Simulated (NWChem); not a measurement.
# [ReO4]2− (SMILES [O]=[Re-2](=[O])(=[O])=[O]): levels of theory compared

Wanted: a comparison of 3 runs (UHF/def2-SVP, UPBE0/def2-SVP, U-wB97X/def2-SVPD) of [ReO4]2−. 

Program for the calculation: NWChem 7.3.0.

2 further runs of the same task are left out: 2 that didn't finish.

### Step 1. The molecule

[ReO4]2− has 5 atoms, charge -2, and is taken as a doublet. As SMILES, `[O]=[Re-2](=[O])(=[O])=[O]`. The shape comes from GFN2-xTB, which is rough for such elements, and wasn't checked as a minimum.

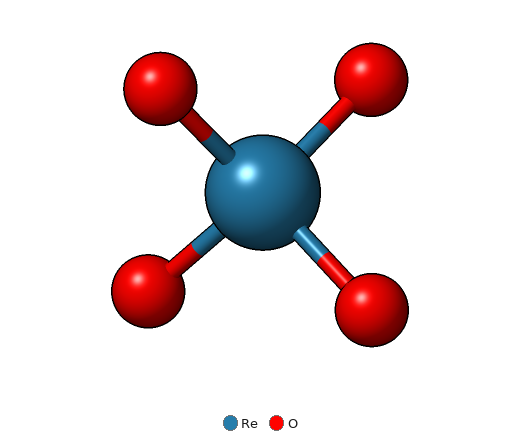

The structure, seen from a chosen angle (rhenium blue, oxygen red).

### Step 2. Energy and forces at UHF/def2-SVP (core potential) (run 1)

File geom.nw:

```
start geom
title "O4Re"
memory stack 880 mb heap 220 mb global 1100 mb
charge -2
geometry units atomic noautosym nocenter noautoz
   Re   0.00200311  -0.00037795  -0.00020787
   O    0.31968497  -0.54851190   3.31412609
   O    3.22621603   0.53297836  -0.83773449
   O   -1.48094057   2.54846575  -1.64375937
   O   -2.06696354  -2.53255426  -0.83242436
end
basis spherical bse
   Re library def2-SVP
   O library def2-SVP
end
ecp bse
   Re library def2-SVP
end
scf
   doublet
   uhf
   thresh 1e-08
   maxiter 80
   noprint "final vectors analysis"
end
task scf gradient
```

Launch:

```sh
$ nwchem geom.nw > geom.out
```

The program printed:

```text
[...]
  functions       =    88
[...]
  wavefunction    = UHF
[...]
         Total SCF energy =   -376.606549283575
      One electron energy =   -990.741778431000
      Two electron energy =    401.555315530931
 Nuclear repulsion energy =    212.579913616494
                       Sz =      0.5000
                 Sz(Sz+1) =      0.7500
                      S^2 =      0.7713
[...]
                         UHF ENERGY GRADIENTS
    atom               coordinates                        gradient
                 x          y          z           x          y          z
   1 Re      0.002003  -0.000378  -0.000208    0.001015  -0.000468   0.000115
   2 O       0.319685  -0.548512   3.314126    0.007766  -0.013666   0.019320
   3 O       3.226216   0.532978  -0.837734    0.020667   0.013489   0.000927
   4 O      -1.480941   2.548466  -1.643759   -0.007193   0.011893  -0.021303
   5 O      -2.066964  -2.532554  -0.832424   -0.022255  -0.011248   0.000941
[...]
```

Wall time 45 s (1 thread of Intel Xeon Platinum 8259CL at 2.50GHz (Skylake/Cascade Lake), shared host); peak memory 0.12 GiB.

### Step 3. Energy and gradient at UPBE0/def2-SVP (core potential) (run 2)

File run.py:

```python
from ase import Atoms
from ase.calculators.nwchem import NWChem

atoms = Atoms(['Re', 'O', 'O', 'O', 'O'], positions=[
    [0.001060, -0.000200, -0.000110],
    [0.169170, -0.290260, 1.753760],
    [1.707240, 0.282040, -0.443310],
    [-0.783680, 1.348590, -0.869840],
    [-1.093790, -1.340170, -0.440500],
])

calc = NWChem(
    label='input',
    theory='dft',
    memory='2200 mb',
    basis='def2-SVP',
    basispar='spherical bse',
    charge=-2,
    dft={'xc': 'pbe0', 'mult': '2', 'grid': 'xfine', 'convergence': 'energy 1e-08', 'iterations': '100', 'mulliken': None},
    **{'ecp bse': {'Re library': 'def2-SVP'}},
)
atoms.calc = calc

forces = atoms.get_forces()
e = atoms.get_potential_energy()
print(f"E = {e:.6f} eV")
print("forces (eV/A):")
for s, f in zip(atoms.symbols, forces):
    print(f"{s:2s} {f[0]:10.5f} {f[1]:10.5f} {f[2]:10.5f}")
```

Launch:

```sh
$ export ASE_NWCHEM_COMMAND="nwchem PREFIX.nwi > PREFIX.nwo"
$ python run.py
```

The program printed:

```text
E = -10303.439256 eV
forces (eV/A):
Re   -0.04253    0.02551   -0.00566
O    -0.14357    0.25757   -0.01162
O    -0.04839   -0.25382   -0.14162
O    -0.02047    0.05322    0.29892
O     0.25495   -0.08248   -0.14002
```

The calculator wrote input.nwi:

```
title "input"

permanent_dir input

scratch_dir input

start input

geometry units angstrom nocenter noautosym noautoz
  Re 1.0600000000000000e-03 -2.0000000000000001e-04 -1.1000000000000000e-04
  O  1.6916999999999999e-01 -2.9026000000000002e-01 1.7537600000000000e+00
  O  1.7072400000000001e+00 2.8204000000000001e-01 -4.4330999999999998e-01
  O  -7.8368000000000004e-01 1.3485900000000000e+00 -8.6983999999999995e-01
  O  -1.0937900000000000e+00 -1.3401700000000001e+00 -4.4050000000000000e-01
end

charge -2

memory 2200 mb

basis spherical bse noprint
   * library def2-SVP
end

dft
  xc pbe0
  mult 2
  grid xfine
  convergence energy 1e-08
  iterations 100
  mulliken
end
ecp bse
  Re library def2-SVP
end

task dft gradient
```

input.nwo (excerpt; [...] marks lines left out):

```text
[...]
      One electron energy =     -991.800402150751
[... 2 lines left out ...]
 Nuclear repulsion energy =      212.579928926290
[... 1396 lines left out ...]
          Convergence on energy requested:  1.00D-08
[... 22 lines left out ...]
          Spatial weights used:  Erf1
[...]
  wavefunction    = open shell
                         DFT ENERGY GRADIENTS
    atom               coordinates                        gradient
                 x          y          z           x          y          z
   1 Re      0.002003  -0.000378  -0.000208    0.000827  -0.000496   0.000110
   2 O       0.319685  -0.548512   3.314126    0.002792  -0.005009   0.000226
   3 O       3.226216   0.532978  -0.837734    0.000941   0.004936   0.002754
   4 O      -1.480940   2.548466  -1.643759    0.000398  -0.001035  -0.005813
   5 O      -2.066963  -2.532554  -0.832424   -0.004958   0.001604   0.002723
[...]
```

It took 95 s on 1 thread of Intel Xeon Platinum 8259CL at 2.50GHz (Skylake/Cascade Lake), shared host; peak memory 0.15 GiB.

### Step 4. Energy and gradient at U-wB97X/def2-SVPD (core potential) (run 3)

File sp.nw:

```
start sp
title "O4Re"
memory stack 880 mb heap 220 mb global 1100 mb
charge -2

geometry units angstroms noautosym nocenter noautoz
  Re       0.001060      -0.000200      -0.000110
  O        0.169170      -0.290260       1.753760
  O        1.707240       0.282040      -0.443310
  O       -0.783680       1.348590      -0.869840
  O       -1.093790      -1.340170      -0.440500
end

basis spherical bse
  * library def2-SVPD
end

ecp bse
  Re library def2-SVPD
end

dft
  xc wb97x
  mult 2
  grid fine
  convergence energy 1e-08
  maxiter 100
  mulliken
  print medium
end

task dft gradient
```

Launch:

```sh
$ nwchem sp.nw > sp.out
```

The program printed:

```text
[...]
          Wavefunction type:  spin polarized.
          No. of atoms     :     5
          No. of electrons :    49
[...]
          Charge           :    -2
          Spin multiplicity:     2
[...]
          AO basis - number of functions:   127
[...]
              XC Information
              --------------
                       wb97x  Method XC Functional
                     Hartree-Fock (Exact) Exchange  1.000
                         wb97x Exchange Functional  1.000
                      wb97x Correlation Functional  1.000
[...]
 d= 0,ls=0.0,diis     1   -377.6549545022 -5.90D+02  4.85D-01  2.35D+00    26.9
[...]
 d= 0,ls=0.0,diis    14   -378.9528226028 -5.18D-09  1.33D-06  3.62D-10   347.0
[...]
         Total DFT energy =     -378.952822602803
      One electron energy =     -990.084576383389
           Coulomb energy =      441.583726939097
    Exchange-Corr. energy =      -43.031902084801
 Nuclear repulsion energy =      212.579928926290
[...]
      Total Density - Mulliken Population Analysis
     ---------------------------------------------
    Atom       Charge   Shell Charges
 -----------   ------   -------------------------------------------------------
    1 Re  15    13.03   0.05 -0.39  1.94  0.45  0.33  0.19  5.67  0.40  0.04 -0.09  4.01  0.23  0.22
    2 O    8     8.99   1.99  1.09  0.77  0.10  2.77  1.87  0.38  0.01  0.01
    3 O    8     8.99   1.99  1.09  0.77  0.10  2.77  1.87  0.37  0.01  0.01
    4 O    8     8.99   1.99  1.09  0.77  0.11  2.77  1.87  0.38  0.01  0.01
    5 O    8     8.99   1.99  1.09  0.77  0.10  2.77  1.87  0.38  0.01  0.01
[...]
      <S2> =      0.7553 (Exact =     0.7500)
[...]
  wavefunction    = open shell
[...]
                         DFT ENERGY GRADIENTS
    atom               coordinates                        gradient
                 x          y          z           x          y          z
   1 Re      0.002003  -0.000378  -0.000208    0.000842  -0.000474   0.000091
   2 O       0.319685  -0.548512   3.314126    0.004845  -0.008572  -0.003228
   3 O       3.226216   0.532978  -0.837734   -0.001560   0.008508   0.005887
   4 O      -1.480940   2.548466  -1.643759    0.002691  -0.005023  -0.008619
   5 O      -2.066963  -2.532554  -0.832424   -0.006818   0.005561   0.005869
[...]
```

It took 8.7 min on 1 thread of Intel Xeon Platinum 8259CL at 2.50GHz (Skylake/Cascade Lake), shared host; peak memory 0.14 GiB.

### Step 5. All runs side by side

| run | level | iteration cap | module | energy (Eh) | ⟨S²⟩ | largest force (eV/Å) | wall time |
| --- | --- | --- | --- | --- | --- | --- | --- |
| 1 | UHF/def2-SVP (core potential) | 80 | scf | -376.606549 | 0.771 | 1.308 | 45 s |
| 2 | UPBE0/def2-SVP (core potential) | 100 | dft | -378.644412 | 0.755 | 0.304 | 95 s |
| 3 | U-wB97X/def2-SVPD (core potential) | 100 | dft | -378.952823 | 0.755 | 0.544 | 8.7 min |

### Step 6. Summary of results

| quantity | value |
| --- | --- |
| run 3: total energy | -378.95282 Eh |
| run 3: HOMO energy (highest over α and β) | 2.88 eV |
| run 3: LUMO energy (lowest over α and β) | 9.27 eV |
| run 3: ⟨S²⟩ | 0.755 |
| run 3: largest force on an atom | 0.544 eV/Å |

Totals of different functionals can't be ranked against each other. In runs 2, 3 the HOMO lies above zero, so the outermost electron may be held by the basis alone. All runs together took 11 min, the longest 8.7 min.
